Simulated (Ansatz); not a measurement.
C$_{3}$H$_{7}$PSi (SMILES C[SiH](C)C#P)

```json
{"atom": "C", "x (Å)": "0.0435", "y (Å)": "2.1240", "z (Å)": "1.0424"}
{"atom": "C", "x (Å)": "0.2344", "y (Å)": "-0.1123", "z (Å)": "-1.1267"}
{"atom": "C", "x (Å)": "-0.4570", "y (Å)": "-0.8018", "z (Å)": "1.7684"}
{"atom": "P", "x (Å)": "-0.2818", "y (Å)": "-1.8703", "z (Å)": "2.8839"}
{"atom": "Si", "x (Å)": "-0.6470", "y (Å)": "0.4773", "z (Å)": "0.4337"}
{"atom": "H", "x (Å)": "-0.0838", "y (Å)": "2.9041", "z (Å)": "0.2736"}
{"atom": "H", "x (Å)": "-0.4757", "y (Å)": "2.4556", "z (Å)": "1.9553"}
{"atom": "H", "x (Å)": "1.1178", "y (Å)": "2.0398", "z (Å)": "1.2723"}
{"atom": "H", "x (Å)": "-2.1091", "y (Å)": "0.6208", "z (Å)": "0.1573"}
{"atom": "H", "x (Å)": "-0.1759", "y (Å)": "-1.0746", "z (Å)": "-1.4712"}
{"atom": "H", "x (Å)": "1.3124", "y (Å)": "-0.2472", "z (Å)": "-0.9427"}
{"atom": "H", "x (Å)": "0.1132", "y (Å)": "0.6225", "z (Å)": "-1.9398"}
```

Geometry: B3LYP/def2-SVP.

All numbers below come from isolated molecule in a Gaussian basis; Kohn-Sham density functional theory, functional PBE0 (Ansatz).

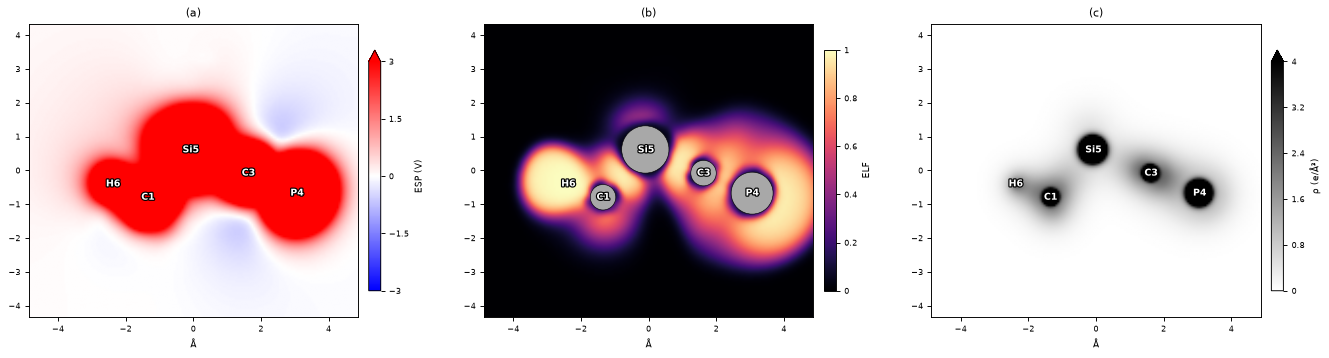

Figure 1. (a) molecular electrostatic potential; (b) electron localisation function; (c) electron density on the plane of atoms Si5, C1 and H6. Grey discs cover the atomic cores in the ELF map.

> Describe what can be read from this map.

The plane passes through C, P, Si and H nuclei.
C–P (1.55 Å): ρ is about 1.6 e/Å³ halfway; the ELF peaks at about 0.85 between the atoms (a covalent bond).
C–Si (1.86 Å): ρ is about 0.94 e/Å³ halfway; the ELF peaks at about 0.95 between the atoms, as expected for a shared electron pair.
C–H (1.10 Å): ρ is about 1.9 e/Å³ halfway; the ELF climbs to about 1 towards the hydrogen, as it does in any bond to H: a covalent bond by its length.
The ELF also peaks beside P4, away from the bonds: lone-pair regions.
Outside the dense part of the molecule the potential is most negative (−0.6 V) near C3.

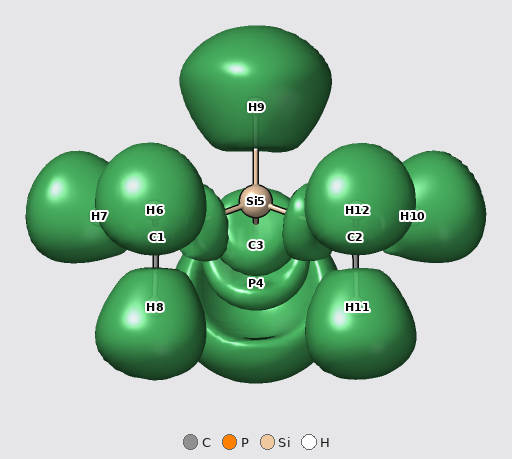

Figure 2. Isosurface of the electron localisation function at 0.8 (green), seen from one side. Core shells and regions of very low density are left out.

> Describe the localisation domains.

The ELF exceeds this value in one region between bonded C–P atoms (shared pairs), three regions between bonded C–Si atoms (shared pairs), seven regions around hydrogen nuclei and one lobe on P, pointing away from the bonds (lone pairs).

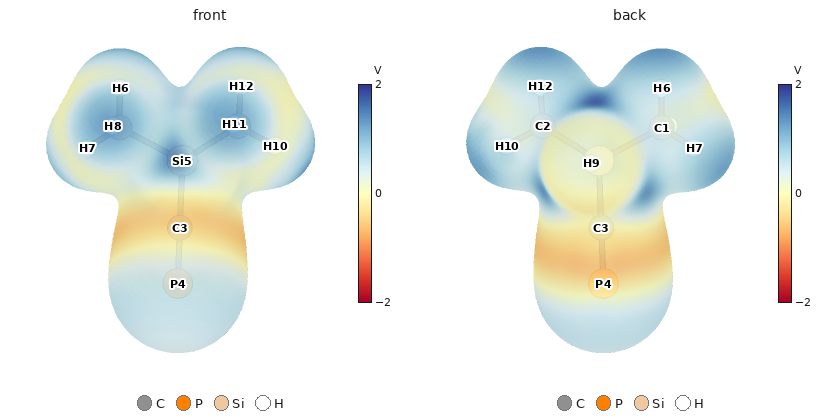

Figure 3. The electrostatic potential painted on the density surface at 0.004 e/bohr³, seen from the front and from behind; red is negative and blue positive.

> Where is the surface potential most negative and most positive?

The most negative region (about −0.6 V, or −14 kcal/mol for a unit charge) lies over C3, the most positive (about +1.5 V, or +35 kcal/mol for a unit charge) over Si5.
